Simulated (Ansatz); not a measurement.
# SiGeHO+ (quintet): the correlation ladder, cc-pVDZ

How much of the correlation energy of SiGeHO+ (quintet) does each wave-function method recover here?

Method: cc-pVDZ, core rule «outside noble gas», up to 20 orbitals frozen; program: Ansatz 0.2.0, Gaussian basis.

To be run: UHF; CCSD(T) on ROHF; CCSD(T) on UHF; BCCD(T) on ROHF; CISD as a restricted active space (open shells left free, so some higher excitations enter); CCSDT(Q) on ROHF; CCSDT(Q) on UHF.

28 further runs of the same task are left out: 13 that didn't finish, 15 set aside as unsound or not needed. Runs told in other sessions of the task aren't counted.

## Step 1: What is computed

The geometry is a PBE0/def2-TZVP stationary point (not a proven minimum) of the parent state, kept for this charge and spin. No spin-orbit coupling is included. The filled d shell of Ge may be among the frozen orbitals whatever the setting's name suggests.

4 atoms, charge 1, spin multiplicity 5.

Atoms are counted from 1 here; the program's logs count them from 0.

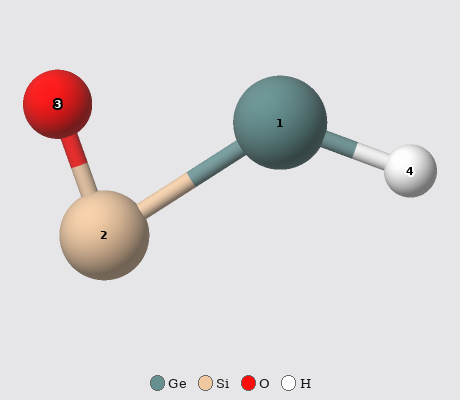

The geometry (germanium teal, silicon light orange, oxygen red, hydrogen white); atoms are numbered from 1 in the order of the file.

In the tables R marks a restricted open-shell determinant and U an unrestricted one; energies count from the table's Hartree-Fock row.

## Step 2: UHF

in.yaml

```yaml
crystal:
  periodic: [false, false, false]
  atoms:
    - {symbol: Ge, position_ang: [0.000000, -0.041029, 0.851607]}
    - {symbol: Si, position_ang: [0.000000, 0.618777, -1.421905]}
    - {symbol: O, position_ang: [0.000000, -0.956801, -1.503152]}
    - {symbol: H, position_ang: [0.000000, 0.902764, 2.107007]}
basis:
  gaussian: {orbitals: cc-pVDZ}
total_charge: 1
magnetization: {spin_polarized: true, initial_magnetization: 4}
hamiltonian: {xc: hf}
output: {orbitals: {seedname: orbitals}}
```

Launch:

```console
$ ansatz run in.yaml --threads 1 --pin off --events-out ev --progress --plain --max-ram 2393MiB
```

The log of the run:

```text
Functional definition: HF
  name "HF"
  cite "Fock, Z. Phys. 61, 126 (1930) doi:10.1007/BF01340294"
  parent pbe
  exchange = exact_x
  correlation = 0
683 factors; integrals over basis functions are off by at most 1.2e-3 eV
mean field evaluation 1: about -66364.6591 eV, gradient 4.7e1 eV
mean field evaluation 2: about -66364.6676 eV, gradient 4.7e1 eV
mean field evaluation 4: about -66375.2310 eV, gradient 5.4e0 eV
mean field evaluation 8: about -66376.3203 eV, gradient 1.1e0 eV
mean field evaluation 16: about -66376.4512 eV, gradient 2.9e-5 eV
mean field evaluation 32: about -66376.3587 eV, gradient 2.8e-1 eV
mean field evaluation 64: about -66376.1310 eV, gradient 1.7e0 eV
mean field evaluation 96: about -66376.1455 eV, gradient 3.9e-1 eV
mean field evaluation 128: about -66373.9752 eV, gradient 1.2e0 eV
mean field evaluation 160: about -66370.6351 eV, gradient 1.3e1 eV
mean field evaluation 192: about -66371.5319 eV, gradient 1.5e0 eV
mean field evaluation 224: about -66370.6085 eV, gradient 6.7e0 eV
mean field evaluation 256: about -66370.2471 eV, gradient 3.8e0 eV
mean field evaluation 288: about -66376.4289 eV, gradient 3.8e-1 eV
mean field -66376.45115080 eV, -2439.2895882173 hartree, gradient 1.4e-5 eV, S^2 6.034873; 3 other end points of the search recorded, 0 dependent functions left out
reference -66376.45115080 eV, -2439.2895882173 hartree; 29, 25 occupied and 35, 39 virtual orbitals, 683 factors
Total energy: -66376.45115080 eV, -2439.2895882173 hartree
```

It took 8 s on 1 thread of Arm Neoverse V1, shared host.

From the report: ⟨S²⟩ of the determinant 6.035 (pure quintet: 6.00).

## Step 3: CCSD(T) on ROHF

in.yaml, as its differences from that of step 2:

```diff
@@ -10,4 +10,3 @@
 total_charge: 1
-magnetization: {spin_polarized: true, initial_magnetization: 4}
-hamiltonian: {xc: hf}
-output: {orbitals: {seedname: orbitals}}
+magnetization: {spin_polarized: false, initial_magnetization: 4}
+correlation: {method: ccsd_t, electrons: outside_noble_gas}
```

Same command.

The log of the run, shortened:

```text
Functional definition: HF
  name "HF"
  cite "Fock, Z. Phys. 61, 126 (1930) doi:10.1007/BF01340294"
  parent pbe
[...]
683 factors; integrals over basis functions are off by at most 1.2e-3 eV
[...]
mean field -66376.16451720 eV, -2439.2790546268 hartree, gradient 2.1e-6 eV, S^2 6.000000; 16 other end points of the search recorded, 0 dependent functions left out
[...]
determinant -66376.16451720 eV, -2439.2790546268 hartree, with singles and doubles -66384.63036009 eV, -2439.5901686146 hartree
determinant -66375.81585571 eV, -2439.2662415533 hartree, with singles and doubles -66384.09690603 eV, -2439.5705645396 hartree
determinant -66374.95679931 eV, -2439.2346718130 hartree, with singles and doubles -66383.98079320 eV, -2439.5662974718 hartree
determinant -66373.75548220 eV, -2439.1905242237 hartree, with singles and doubles -66382.08110999 eV, -2439.4964854014 hartree
determinant -66373.72572219 eV, -2439.1894305633 hartree, with singles and doubles -66382.33324117 eV, -2439.5057510514 hartree
determinant -66373.41912968 eV, -2439.1781634964 hartree, with singles and doubles -66381.77375804 eV, -2439.4851904256 hartree
determinant -66376.16451720 eV, -2439.2790546268 hartree, with singles and doubles -66384.70021901 eV, -2439.5927358826 hartree
determinant -66375.81585571 eV, -2439.2662415533 hartree, with singles and doubles -66384.09825985 eV, -2439.5706142916 hartree
[...]
20 core orbitals not correlated: weight in the atoms' cores, before any rotation towards them, 0.999 or more for the frozen orbitals, at most 0.001 for the correlated occupied ones
reference -66376.16451720 eV, -2439.2790546268 hartree; 9, 5 occupied and 35, 39 virtual orbitals, 683 factors
second order -7.22936532 eV of doubles, -0.15315701 eV of singles
cycle   1  -8.53570090 eV  change    9.2e-7 eV  update   3.1e-6
perturbative correction -0.35009883 eV, -0.0128658947 hartree
Total energy: -66385.05031692 eV, -2439.6056017437 hartree
```

Wall time 41 s (1 thread of Arm Neoverse V1, shared host).

From the report: correlation -8.8858 eV; T1 0.075; largest double amplitude 0.06.

## Step 4: CCSD(T) on UHF

in.yaml, as its differences from that of step 3:

```diff
@@ -10,3 +10,3 @@
 total_charge: 1
-magnetization: {spin_polarized: false, initial_magnetization: 4}
+magnetization: {spin_polarized: true, initial_magnetization: 4}
 correlation: {method: ccsd_t, electrons: outside_noble_gas}
```

Same command.

The log of the run, shortened:

```text
Functional definition: HF
  name "HF"
  cite "Fock, Z. Phys. 61, 126 (1930) doi:10.1007/BF01340294"
  parent pbe
[...]
683 factors; integrals over basis functions are off by at most 1.2e-3 eV
[...]
mean field -66376.45115080 eV, -2439.2895882173 hartree, gradient 2.4e-6 eV, S^2 6.034873; 18 other end points of the search recorded, 0 dependent functions left out
determinant -66376.45115080 eV, -2439.2895882173 hartree, with singles and doubles -66384.67264293 eV, -2439.5917224803 hartree
determinant -66376.16430773 eV, -2439.2790469290 hartree, with singles and doubles -66384.11787620 eV, -2439.5713351791 hartree
determinant -66375.30932807 eV, -2439.2476270058 hartree, with singles and doubles -66383.78360282 eV, -2439.5590508589 hartree
determinant -66374.30253869 eV, -2439.2106281787 hartree, with singles and doubles -66382.12854812 eV, -2439.4982287206 hartree
determinant -66374.08369951 eV, -2439.2025859871 hartree, with singles and doubles -66381.76266670 eV, -2439.4847828266 hartree
determinant -66373.97278026 eV, -2439.1985097798 hartree, with singles and doubles -66382.37149019 eV, -2439.5071566770 hartree
determinant -66373.34478621 eV, -2439.1754314244 hartree, with singles and doubles -66381.59808819 eV, -2439.4787346778 hartree
20 core orbitals not correlated: weight in the atoms' cores, before any rotation towards them, 0.999 or more for the frozen orbitals, at most 0.001 for the correlated occupied ones
reference -66376.45115080 eV, -2439.2895882173 hartree; 9, 5 occupied and 35, 39 virtual orbitals, 683 factors
second order -7.14890492 eV of doubles, -0.00000000 eV of singles
cycle   1  -8.22403766 eV  change   -2.5e-3 eV  update   1.2e-2
[...]
cycle  12  -8.27445591 eV  change   -5.1e-6 eV  update   1.0e-5
perturbative correction -0.33779316 eV, -0.0124136696 hartree
Total energy: -66385.06339987 eV, -2439.6060825332 hartree
```

Wall time 33 s (1 thread of Arm Neoverse V1, shared host).

From the report: ⟨S²⟩ of the determinant 6.035 (pure quintet: 6.00); correlation -8.6122 eV; T1 0.062; largest double amplitude 0.06.

## Step 5: BCCD(T) on ROHF

in.yaml, as its differences from that of step 4:

```diff
@@ -10,3 +10,3 @@
 total_charge: 1
-magnetization: {spin_polarized: true, initial_magnetization: 4}
-correlation: {method: ccsd_t, electrons: outside_noble_gas}
+magnetization: {spin_polarized: false, initial_magnetization: 4}
+correlation: {method: bccd_t, electrons: outside_noble_gas}
```

The command is unchanged.

The log of the run, shortened:

```text
Functional definition: HF
  name "HF"
  cite "Fock, Z. Phys. 61, 126 (1930) doi:10.1007/BF01340294"
  parent pbe
[...]
683 factors; integrals over basis functions are off by at most 1.2e-3 eV
[...]
mean field -66376.16451720 eV, -2439.2790546268 hartree, gradient 2.1e-6 eV, S^2 6.000000; 16 other end points of the search recorded, 0 dependent functions left out
[...]
determinant -66376.16451720 eV, -2439.2790546268 hartree, with singles and doubles -66384.63036009 eV, -2439.5901686146 hartree
determinant -66375.81585571 eV, -2439.2662415533 hartree, with singles and doubles -66384.09690603 eV, -2439.5705645396 hartree
determinant -66374.95679931 eV, -2439.2346718130 hartree, with singles and doubles -66383.98079320 eV, -2439.5662974718 hartree
determinant -66373.75548220 eV, -2439.1905242237 hartree, with singles and doubles -66382.08110999 eV, -2439.4964854014 hartree
[...]
determinant -66373.41912968 eV, -2439.1781634964 hartree, with singles and doubles -66381.77375804 eV, -2439.4851904256 hartree
determinant -66376.16451720 eV, -2439.2790546268 hartree, with singles and doubles -66384.70021901 eV, -2439.5927358826 hartree
determinant -66375.81585571 eV, -2439.2662415533 hartree, with singles and doubles -66384.09825985 eV, -2439.5706142916 hartree
[...]
20 core orbitals not correlated: weight in the atoms' cores, before any rotation towards them, 0.999 or more for the frozen orbitals, at most 0.001 for the correlated occupied ones
reference -66376.16451720 eV, -2439.2790546268 hartree; 9, 5 occupied and 35, 39 virtual orbitals, 683 factors
second order -7.22936532 eV of doubles, -0.15315701 eV of singles
cycle   1  -8.44840902 eV  change    8.7e-2 eV  update   5.1e-2
[...]
cycle  16  -8.48551613 eV  change    2.3e-6 eV  update   1.5e-5
perturbative correction -0.41591331 eV, -0.0152845322 hartree
Total energy: -66385.06594664 eV, -2439.6061761250 hartree
```

It took 41 s on 1 thread of Arm Neoverse V1, shared host.

From the report: correlation -8.9014 eV; largest double amplitude 0.06.

## Step 6: CISD as a restricted active space (open shells left free, so some higher excitations enter)

in.yaml, as its differences from that of step 5:

```diff
@@ -11,2 +11,2 @@
 magnetization: {spin_polarized: false, initial_magnetization: 4}
-correlation: {method: bccd_t, electrons: outside_noble_gas}
+correlation: {active_space: {ras: {orbitals: [5, 4, 35], electrons: 14, max_holes: 2, max_particles: 2}, fixed_orbitals: true}}
```

Same command.

The log of the run, shortened:

```text
Functional definition: HF
  name "HF"
  cite "Fock, Z. Phys. 61, 126 (1930) doi:10.1007/BF01340294"
  parent pbe
[...]
683 factors; integrals over basis functions are off by at most 1.2e-3 eV
[...]
mean field -66376.16451720 eV, -2439.2790546268 hartree, gradient 2.1e-6 eV, S^2 6.000000; 12 other end points of the search recorded, 0 dependent functions left out
reference -66376.16451720 eV, -2439.2790546268 hartree; 29, 25 occupied and 35, 39 virtual orbitals, 683 factors
state -66383.80982865 eV, -2439.5600146404 hartree
Total energy: -66383.80982865 eV, -2439.5600146404 hartree
```

Wall time 43 s (1 thread of Arm Neoverse V1, shared host).

From the report: 413,144 determinants.

## Step 7: CCSDT(Q) on ROHF

in.yaml, as its differences from that of step 6:

```diff
@@ -11,2 +11,2 @@
 magnetization: {spin_polarized: false, initial_magnetization: 4}
-correlation: {active_space: {ras: {orbitals: [5, 4, 35], electrons: 14, max_holes: 2, max_particles: 2}, fixed_orbitals: true}}
+correlation: {method: ccsdt_q, electrons: outside_noble_gas}
```

Launched as before.

The log of the run, shortened:

```text
Functional definition: HF
  name "HF"
  cite "Fock, Z. Phys. 61, 126 (1930) doi:10.1007/BF01340294"
  parent pbe
[...]
1237 factors; integrals over basis functions are off by at most 1.7e-7 eV
[...]
mean field -66376.16475947 eV, -2439.2790635301 hartree, gradient 1.2e-6 eV, S^2 6.000000; 15 other end points of the search recorded, 0 dependent functions left out
[...]
determinant -66376.16475947 eV, -2439.2790635301 hartree, with singles and doubles -66384.63059495 eV, -2439.5901772457 hartree
determinant -66375.81609708 eV, -2439.2662504237 hartree, with singles and doubles -66384.09714690 eV, -2439.5705733914 hartree
determinant -66374.95704807 eV, -2439.2346809548 hartree, with singles and doubles -66383.98104423 eV, -2439.5663066968 hartree
determinant -66373.75573704 eV, -2439.1905335888 hartree, with singles and doubles -66382.08135859 eV, -2439.4964945375 hartree
[...]
determinant -66373.41938286 eV, -2439.1781728006 hartree, with singles and doubles -66381.77405354 eV, -2439.4852012850 hartree
determinant -66376.16475947 eV, -2439.2790635301 hartree, with singles and doubles -66384.70045310 eV, -2439.5927444853 hartree
determinant -66375.81609708 eV, -2439.2662504237 hartree, with singles and doubles -66384.09850055 eV, -2439.5706231372 hartree
20 core orbitals not correlated: weight in the atoms' cores, before any rotation towards them, 0.999 or more for the frozen orbitals, at most 0.001 for the correlated occupied ones
reference -66376.16475947 eV, -2439.2790635301 hartree; 9, 5 occupied and 35, 39 virtual orbitals, 1237 factors
second order -7.22938116 eV of doubles, -0.15315559 eV of singles
cycle   1  -7.88087990 eV  change   -5.0e-1 eV  update   1.3e-1
[...]
cycle  34  -8.96214500 eV  change   -3.0e-7 eV  update   2.0e-7
perturbative correction -0.04507055 eV, -0.0016563123 hartree
Total energy: -66385.17197503 eV, -2439.6100725966 hartree
```

It took 2.3 min on 1 thread of Arm Neoverse V1, shared host; peak memory 0.88 GiB.

From the report: correlation -9.0072 eV; T1 0.088; largest double amplitude 0.08.

## Step 8: CCSDT(Q) on UHF

in.yaml, as its differences from that of step 7:

```diff
@@ -10,3 +10,3 @@
 total_charge: 1
-magnetization: {spin_polarized: false, initial_magnetization: 4}
+magnetization: {spin_polarized: true, initial_magnetization: 4}
 correlation: {method: ccsdt_q, electrons: outside_noble_gas}
```

Same command.

The log of the run, shortened:

```text
Functional definition: HF
  name "HF"
  cite "Fock, Z. Phys. 61, 126 (1930) doi:10.1007/BF01340294"
  parent pbe
[...]
1237 factors; integrals over basis functions are off by at most 1.7e-7 eV
[...]
mean field -66376.45139071 eV, -2439.2895970338 hartree, gradient 5.0e-6 eV, S^2 6.034873; 18 other end points of the search recorded, 0 dependent functions left out
determinant -66376.45139071 eV, -2439.2895970338 hartree, with singles and doubles -66384.67287783 eV, -2439.5917311127 hartree
determinant -66376.16454823 eV, -2439.2790557670 hartree, with singles and doubles -66384.11811742 eV, -2439.5713440438 hartree
determinant -66375.30957615 eV, -2439.2476361228 hartree, with singles and doubles -66383.78378292 eV, -2439.5590574775 hartree
determinant -66374.30279332 eV, -2439.2106375361 hartree, with singles and doubles -66382.12880392 eV, -2439.4982381211 hartree
determinant -66374.08395253 eV, -2439.2025952856 hartree, with singles and doubles -66381.76292459 eV, -2439.4847923038 hartree
determinant -66373.97300481 eV, -2439.1985180320 hartree, with singles and doubles -66382.37172272 eV, -2439.5071652222 hartree
determinant -66373.34501326 eV, -2439.1754397681 hartree, with singles and doubles -66381.59832342 eV, -2439.4787433223 hartree
20 core orbitals not correlated: weight in the atoms' cores, before any rotation towards them, 0.999 or more for the frozen orbitals, at most 0.001 for the correlated occupied ones
reference -66376.45139071 eV, -2439.2895970338 hartree; 9, 5 occupied and 35, 39 virtual orbitals, 1237 factors
second order -7.14892047 eV of doubles, -0.00000000 eV of singles
cycle   1  -7.66377955 eV  change   -5.1e-1 eV  update   1.2e-1
[...]
cycle  28  -8.68785231 eV  change    9.5e-7 eV  update   1.4e-6
perturbative correction -0.04906068 eV, -0.0018029468 hartree
Total energy: -66385.18830370 eV, -2439.6106726641 hartree
```

Run time: 1.9 min. Hardware: 1 thread of Arm Neoverse V1, shared host; peak memory 0.66 GiB.

From the report: ⟨S²⟩ of the determinant 6.035 (pure quintet: 6.00); correlation -8.7369 eV; T1 0.073; largest double amplitude 0.08.

## Step 9: Misses and costs

No level here is safe as a reference; RCCSDT(Q) serves as a yardstick only. Rows without a time are mean-field rows or come out of runs for another level: lower rungs of the coupled-cluster runs, or the Hartree-Fock search.

Differences are taken before rounding.

```
   method  energy from the lowest ROHF (kJ/mol)  from RCCSDT(Q) (kJ/mol)     time
      ROHF                                  0.0                   +869.1         
      UHF                                -27.7                   +841.4         
     RMP2                               -712.3                   +156.8         
     UMP2                               -717.4                   +151.7         
     CISD                               -737.7                   +131.4     43 s
    RCCSD                               -823.6                    +45.5         
    UCCSD                               -826.0                    +43.1         
 RCCSD(T)                               -857.3                    +11.7     41 s
 UCCSD(T)                               -858.6                    +10.5     33 s
  BCCD(T)                               -858.9                    +10.2     41 s
   RCCSDT                               -864.7                     +4.3         
   UCCSDT                               -865.9                     +3.2         
RCCSDT(Q)                               -869.1                        0  2.3 min
UCCSDT(Q)                               -870.7                     -1.6  1.9 min
```

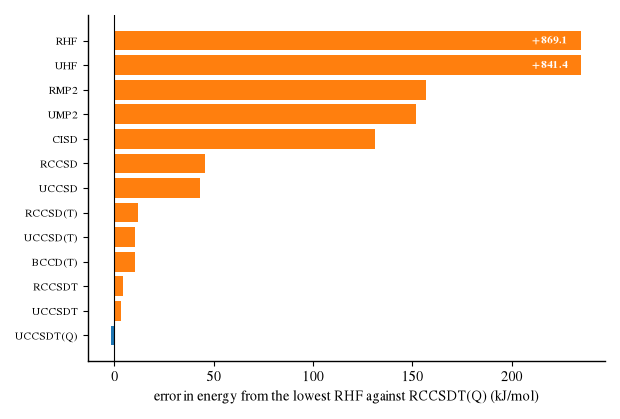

Error of each method against RCCSDT(Q). Bars with a number in them are cut short.

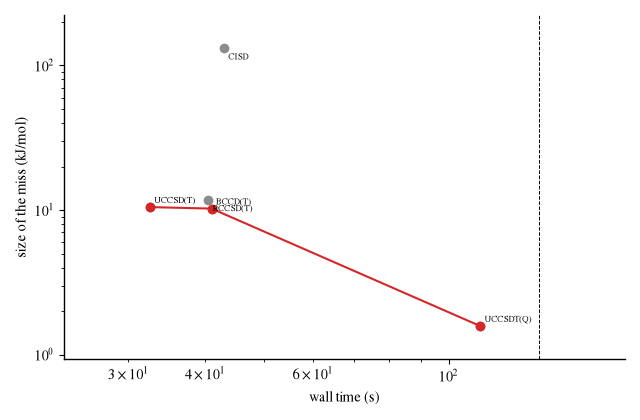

Accuracy for the time spent; red marks the levels that beat every quicker one drawn (of those quicker than the yardstick), and the dashed line is the time of RCCSDT(Q). Times are from a shared host.

## Step 10: What came out

| quantity | value |
| --- | --- |
| RCCSDT(Q) from the ROHF energy | -9.0075 eV |
| RMP2 from RCCSDT(Q) | +156.8 kJ/mol |
| UMP2 from RCCSDT(Q) | +151.7 kJ/mol |
| RCCSD from RCCSDT(Q) | +45.5 kJ/mol |
| RCCSD(T) from RCCSDT(Q) | +11.7 kJ/mol |
| UCCSD(T) from RCCSDT(Q) | +10.5 kJ/mol |
| UCCSDT(Q) from RCCSDT(Q) | -1.6 kJ/mol |
| T1 diagnostic | 0.075 |

**Reading.** RCCSD(T) lands +11.7 kJ/mol from the yardstick (1.4 % of the correlation energy). Warnings: large T1 diagnostic.

With open shells the CI space here admits some higher excitations, so it is larger than plain CISD.
